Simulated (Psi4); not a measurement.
# NH2 (SMILES [NH2]) at U-wB97X-D/cc-pVTZ (sweep point 9)

What is the vertical ionisation energy of NH2 at U-wB97X-D/cc-pVTZ (sweep point 9)? 

The results are computed with Psi4 1.11.

## Step 1: The structure to begin with

NH2 has 3 atoms, charge 0, and is taken as a doublet. SMILES: `[NH2]`. The coordinates come from a GFN2-xTB relaxation.

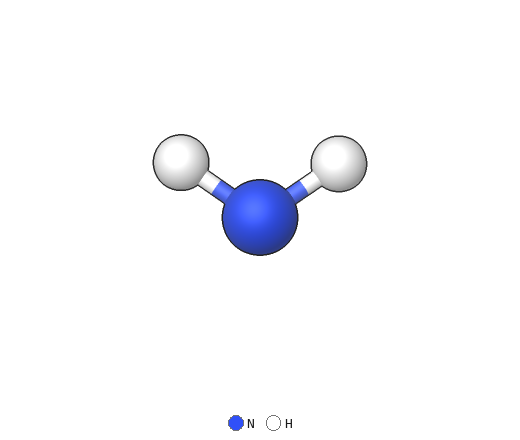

The structure, seen from a chosen angle (nitrogen blue, hydrogen white).

## Step 2: A single-point energy at U-wB97X-D/cc-pVTZ (sweep point 9)

Contents of h2n.dat:

```
memory 1600 MB

molecule molecule1 {
  0 2
  N      0.307180    -0.182210     0.151440
  H      0.155580     0.820260     0.174790
  H     -0.462760    -0.638040    -0.326220
  symmetry c1
}

set basis cc-pVTZ
set reference uks
set puream true
set scf_type pk
set dft_radial_points 99
set dft_spherical_points 590
set maxiter 150

e_tot, wfn = energy('wb97x-d', return_wfn=True)
print_variables()
```

Started as:

```console
$ psi4 -n 1 h2n.dat h2n.out
```

h2n.out:

```text
[...]
  Running in c1 symmetry.
[...]
  Nuclear repulsion =    7.623248640330202
[...]
  Multiplicity = 2
[...]
  Nalpha       = 5
  Nbeta        = 4
[...]
    Number of basis functions: 58
[...]
   @UKS iter   1:   -55.80379515642858   -4.99964e-01   7.18761e-03 DIIS/ADIIS
[...]
   @UKS iter   8:   -55.87834170111325   -7.28221e-09   2.07100e-07 DIIS
[...]
   @S^2 Observed:                7.533518367E-01
[...]
    Orbital Energies [Eh]
    ---------------------
    Alpha Occupied:
       1A    -14.454313     2A     -0.952538     3A     -0.573742
       4A     -0.403418     5A     -0.398498
    Alpha Virtual:
       6A      0.116966     7A      0.184000     8A      0.425868
       9A      0.455665    10A      0.522830    11A      0.534492
      12A      0.618754    13A      0.672471    14A      0.707731
      15A      0.750396    16A      0.824165    17A      1.038467
      18A      1.286830    19A      1.311875    20A      1.390055
      21A      1.448226    22A      1.573786    23A      1.607896
      24A      1.736282    25A      2.322101    26A      2.410511
[...]
  @UKS Final Energy:   -55.87834170111325
   => Energetics <=
    Nuclear Repulsion Energy =              7.6232486403302024
    One-Electron Energy =                 -90.4224980327925465
    Two-Electron Energy =                  32.1331553470876798
    DFT Exchange-Correlation Energy =      -5.2122017836067007
    Empirical Dispersion Energy =          -0.0000458721318878
    VV10 Nonlocal Energy =                  0.0000000000000000
    Total Energy =                        -55.8783417011132499
[...]
 Multipole Moments:
 ------------------------------------------------------------------------------------
     Multipole            Electronic (a.u.)      Nuclear  (a.u.)        Total (a.u.)
 ------------------------------------------------------------------------------------
 L = 1.  Multiply by 2.5417464519 to convert [e a0] to [Debye]
 Dipole X            :          0.2207186           -0.8411302           -0.6204116
 Dipole Y            :         -0.1180169            0.4500467            0.3320298
 Dipole Z            :          0.0000000            0.0000000            0.0000000
 Magnitude           :                                                    0.7036720
[...]
```

It took 6.9 s on 1 thread of Intel Xeon 6975P-C (Granite Rapids), shared host; peak memory 0.55 GiB.

## Step 3: The singlet cation

Contents of h2n.inp:

```
memory 1600 MB

molecule {
  1 1
  N      0.307180    -0.182210     0.151440
  H      0.155580     0.820260     0.174790
  H     -0.462760    -0.638040    -0.326220
  symmetry c1
}

set {
  basis                cc-pVTZ
  puream               true
  scf_type             pk
  dft_radial_points    99
  dft_spherical_points 590
}

e, wfn = energy("wb97x-d", return_wfn=True)
print_variables()
```

Started as:

```console
$ psi4 -n 1 h2n.inp h2n.out
```

h2n.out:

```text
[...]
  Running in c1 symmetry.
[...]
  Nuclear repulsion =    7.623248640330202
[...]
  Multiplicity = 1
[...]
  Nalpha       = 4
  Nbeta        = 4
[...]
    Number of basis functions: 58
[...]
   @RKS iter   1:   -55.39986082093986   -9.60297e-02   2.63197e-03 DIIS/ADIIS
[...]
   @RKS iter   6:   -55.41632527971553   -8.44874e-08   6.47805e-07 DIIS
[...]
    Orbital Energies [Eh]
    ---------------------
    Doubly Occupied:
       1A    -14.984102     2A     -1.376217     3A     -1.001417
       4A     -0.830292
[...]
  @RKS Final Energy:   -55.41632527971553
   => Energetics <=
    Nuclear Repulsion Energy =              7.6232486403302024
    One-Electron Energy =                 -86.2742641477010892
    Two-Electron Energy =                  28.2432694742594599
    DFT Exchange-Correlation Energy =      -5.0085333744722185
    Empirical Dispersion Energy =          -0.0000458721318878
    VV10 Nonlocal Energy =                  0.0000000000000000
    Total Energy =                        -55.4163252797155295
[...]
 Multipole Moments:
 ------------------------------------------------------------------------------------
     Multipole            Electronic (a.u.)      Nuclear  (a.u.)        Total (a.u.)
 ------------------------------------------------------------------------------------
 L = 1.  Multiply by 2.5417464519 to convert [e a0] to [Debye]
 Dipole X            :          0.0959100           -0.8411302           -0.7452202
 Dipole Y            :         -0.0513060            0.4500467            0.3987408
 Dipole Z            :         -0.0000000            0.0000000           -0.0000000
 Magnitude           :                                                    0.8451907
[...]
```

Run time: 4.5 s. Hardware: 1 thread of Intel Xeon 6975P-C (Granite Rapids), shared host; peak memory 0.54 GiB.

## Step 4: Summary of results

Level: U-wB97X-D/cc-pVTZ (sweep point 9).

```
                                          quantity         value
                         doublet NH2: total energy  -55.87834 Eh
                        doublet NH2: dipole moment        1.79 D
   doublet NH2: HOMO energy (highest over α and β)     -10.24 eV
    doublet NH2: LUMO energy (lowest over α and β)      -0.68 eV
                    doublet NH2: dispersion energy  -0.12 kJ/mol
                                 doublet NH2: ⟨S²⟩         0.753
                      singlet cation: total energy  -55.41633 Eh
                       singlet cation: HOMO energy     -22.59 eV
                       singlet cation: LUMO energy     -14.09 eV
                     singlet cation: HOMO–LUMO gap       8.51 eV
                 singlet cation: dispersion energy  -0.12 kJ/mol
vertical ionisation energy (to the singlet cation)     12.572 eV
```

In words: Removing an electron at fixed nuclei costs 12.57 eV (290 kcal/mol). Only the singlet of the ionised species was computed; a triplet could lie lower.
